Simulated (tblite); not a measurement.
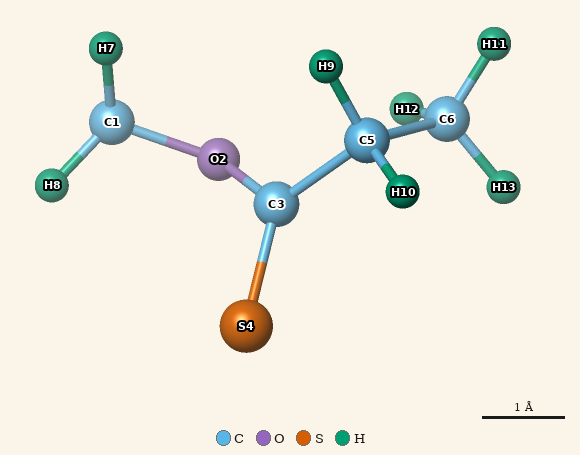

Starting structure of C4H7OS (multiplicity 2). The picture is a ball-and-stick view, seen at a tilt.

Level of theory: tblite, GFN2-xTB geometry optimisation, gas phase.

```xyz
13

C     2.3887    0.6894    0.1562
O     1.1741    0.1079    0.5307
C     0.4161   -0.6828   -0.3184
S     0.9155   -2.2009   -0.6939
C    -0.8678   -0.1437   -0.9032
C    -1.7366    0.1747    0.2645
H     2.2560    1.4815   -0.6363
H     3.1931   -0.0272   -0.0653
H    -0.5437    0.7458   -1.4877
H    -1.3188   -0.9445   -1.5618
H    -2.4513    0.9934    0.0713
H    -1.1374    0.5159    1.1633
H    -2.2923   -0.7089    0.6016
```

> What does the optimiser find from here?

The atom that moves furthest after the best rigid fit is H7 (1.05 Å). Largest moves by element: H 1.05 Å, O 1.02 Å, C 0.36 Å, S 0.28 Å. Some distances before and after: C1–O2 1.398 → 1.309 Å, C1–H7 1.128 → 1.072 Å, O2–C3 1.386 → 1.330 Å, C5–C6 1.490 → 1.532 Å. Among the angles between lasting bonds that change: H7–C1–H8 113.7° → 123.5°, O2–C3–C5 119.9° → 113.3°, O2–C1–H8 114.7° → 121.0°. Groups turn about O2–C3 by about 75°, C5–C6 by about 25°, C3–C5 by about 25°. After 71 geometry steps the energy has fallen by 1.447 eV. The run took 0.36 s on 1 thread of Arm Neoverse V1, with other jobs on the host.

Step by step:

| step | E − E(0), eV |
| --- | --- |
| 0 | 0.0000 |
| 1 | -0.1871 |
| 2 | -0.2790 |
| 3 | -0.3331 |
| 4 | -0.3610 |
| 5 | -0.3769 |
| 6 | -0.3939 |
| 7 | -0.4163 |
| 8 | -0.4463 |
| 9 | -0.4891 |
| 10 | -0.5526 |
| 13 | -0.8532 |
| 16 | -0.9965 |
| 20 | -1.2502 |
| 23 | -1.3367 |
| 26 | -1.3642 |
| 29 | -1.3789 |
| 32 | -1.3919 |
| 36 | -1.3981 |
| 39 | -1.4038 |
| 42 | -1.4110 |
| 45 | -1.4266 |
| 49 | -1.4385 |
| 52 | -1.4432 |
| 55 | -1.4445 |
| 58 | -1.4450 |
| 61 | -1.4459 |
| 65 | -1.4465 |
| 68 | -1.4468 |
| 71 | -1.4468 |

Final geometry:

```xyz
13

C     2.4813    0.4964    0.0013
O     1.2305    0.5739   -0.3755
C     0.4453   -0.4747   -0.6059
S     0.9609   -2.0382   -0.4763
C    -0.9659   -0.0964   -0.9414
C    -1.7797    0.1213    0.3379
H     2.9864    1.4342    0.1227
H     2.9531   -0.4577    0.1639
H    -0.9620    0.8216   -1.5331
H    -1.4137   -0.8999   -1.5263
H    -2.8043    0.3825    0.0871
H    -1.3498    0.9249    0.9317
H    -1.7866   -0.7874    0.9349
```

The end point in the same view:

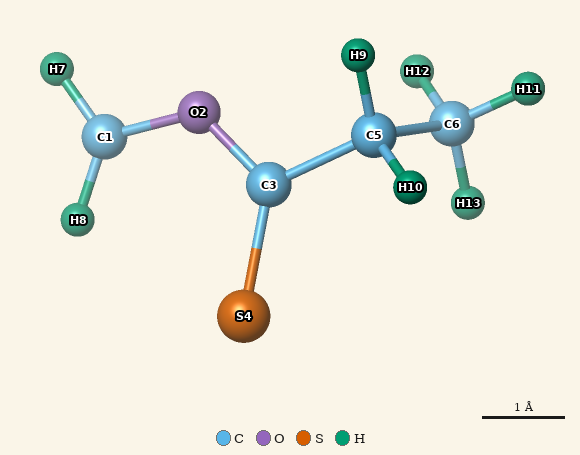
